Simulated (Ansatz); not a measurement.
**Cl$_{4}$FTa: density, localisation and related maps**

```yaml
atoms:
  - { symbol: Ta, position_ang: [-0.0373, 0.0000, 0.0000] }
  - { symbol: F, position_ang: [1.8125, 0.0000, 0.0000] }
  - { symbol: Cl, position_ang: [0.0930, 0.0000, 2.3394] }
  - { symbol: Cl, position_ang: [0.0930, 0.0000, -2.3394] }
  - { symbol: Cl, position_ang: [-1.2506, 1.9471, 0.0000] }
  - { symbol: Cl, position_ang: [-1.2506, -1.9471, 0.0000] }
```

Core potentials replace the inner electrons of Ta.

Computed with Ansatz, RHF/def2-SVP.

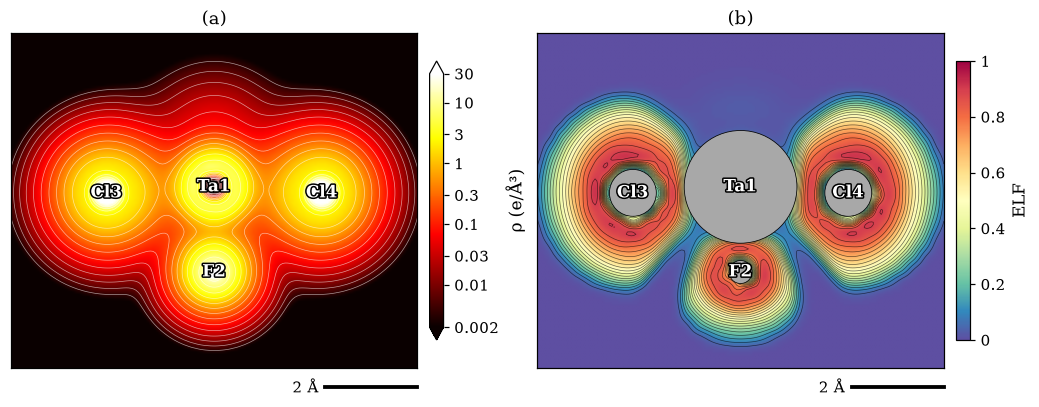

Figure 1. (a) electron density; (b) ELF on the plane of atoms Cl3, Ta1 and Cl4. Grey discs cover the atomic cores in the ELF map.

**Describe what can be read from this map.**

The plane passes through Ta, F and Cl nuclei. Ta–F (1.85 Å): the density is about 1 e/Å³ at the midpoint; the ELF peaks at about 0.85 in the valence shell of F, 0.5 Å from its nucleus, and drops to about 0.20 between the two atoms. Ta–Cl (2.34 Å): the density is about 0.62 e/Å³ at the midpoint; the ELF peaks at about 0.90 in the valence shell of Cl, 0.8 Å from its nucleus, and is about 0.35 at the midpoint.

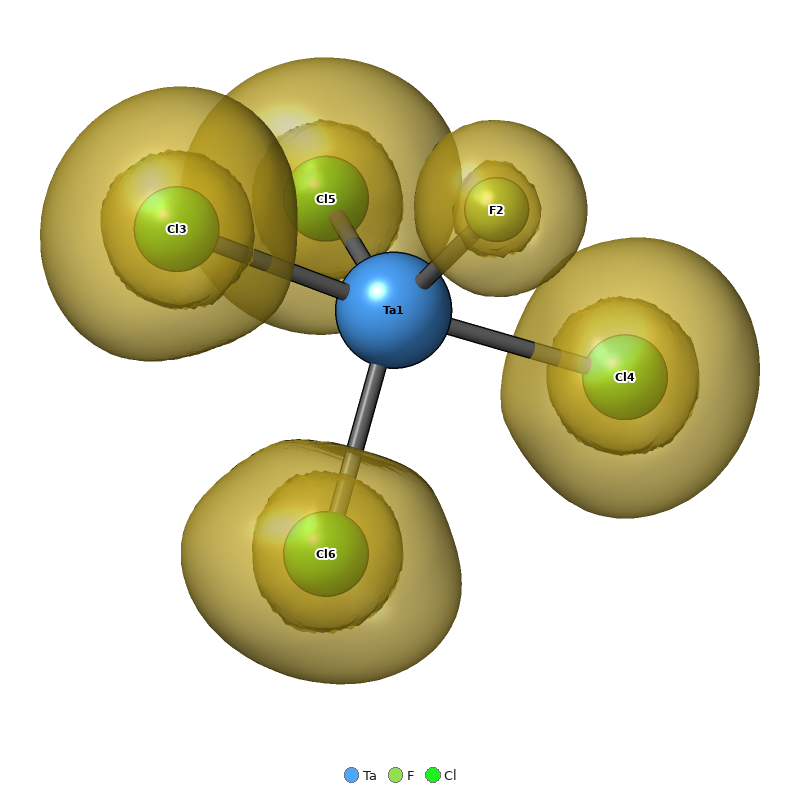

Figure 2. Isosurface of the electron localisation function at 0.75 (yellow), seen at a tilt. Core shells and regions of very low density are left out.

**What do the ELF domains correspond to?**

The surface consists of four regions wrapped around Cl (the valence shell of each) and one region wrapped around F (its valence shell). Along the contacts the grid gives the following. Ta–Cl (2.29 Å): the ELF peaks at about 0.85 in the valence shell of Cl, 0.8 Å from its nucleus, and is about 0.45 at the midpoint.

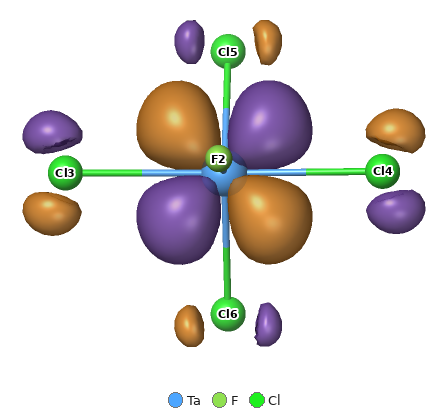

Figure 3. One frontier orbital at ±0.15 Å⁻³ᐟ² (orange and purple are the two phases), seen at a tilt.

**Which orbital is it: HOMO or LUMO?**

The LUMO, at −0.77 eV. By Hirshfeld shares it lies mainly on Ta1 (about 70 %), Cl3 (about 10 %), Cl4 (about 10 %), Cl5 (about 5 %) and Cl6 (about 5 %).
